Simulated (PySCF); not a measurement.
```yaml
atoms:
  - { symbol: La, position_ang: [0.0000, 0.0000, 0.6374] }
  - { symbol: B, position_ang: [2.7287, -0.0091, 0.8273] }
  - { symbol: H, position_ang: [3.9374, -0.0197, 0.9161] }
  - { symbol: H, position_ang: [2.1968, -0.9031, 1.5294] }
  - { symbol: H, position_ang: [2.3388, -0.1974, -0.3506] }
  - { symbol: H, position_ang: [2.2365, 1.0827, 1.2013] }
  - { symbol: B, position_ang: [-2.7287, 0.0091, 0.8273] }
  - { symbol: H, position_ang: [-3.9374, 0.0198, 0.9161] }
  - { symbol: H, position_ang: [-2.1968, 0.9031, 1.5294] }
  - { symbol: H, position_ang: [-2.3387, 0.1974, -0.3506] }
  - { symbol: H, position_ang: [-2.2365, -1.0827, 1.2013] }
```

Core potentials replace the inner electrons of La.

Level of theory: RKS PBE0, La lcecp-0-SVP with ECP47, B def2-SVP, H def2-SVP; non-relativistic Hamiltonian with scalar-relativistic core potentials where named; density fitting in PySCF.

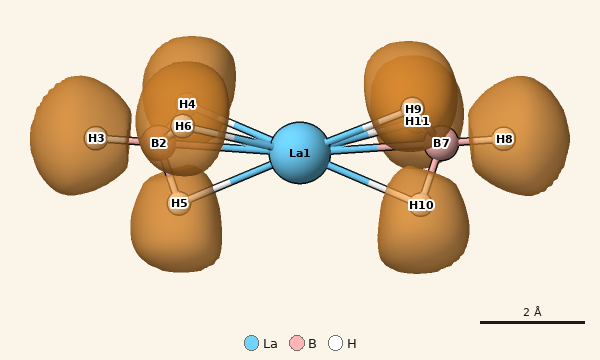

B2H8La (La(BH4)2). Isosurface of the electron localisation function at 0.75 (orange), seen across its widest extent. Only the valence region is drawn (cores and ρ < 0.01 e/Å³ removed).

### What do the ELF domains correspond to?

The ELF exceeds this value in eight regions around hydrogen nuclei. Along the contacts the grid gives the following. La–B (2.74 Å): the ELF is about 0.10 at the midpoint. B–H (1.21 Å): the ELF climbs to about 1 towards the hydrogen, as it does in any bond to H (an ordinary covalent bond to hydrogen).
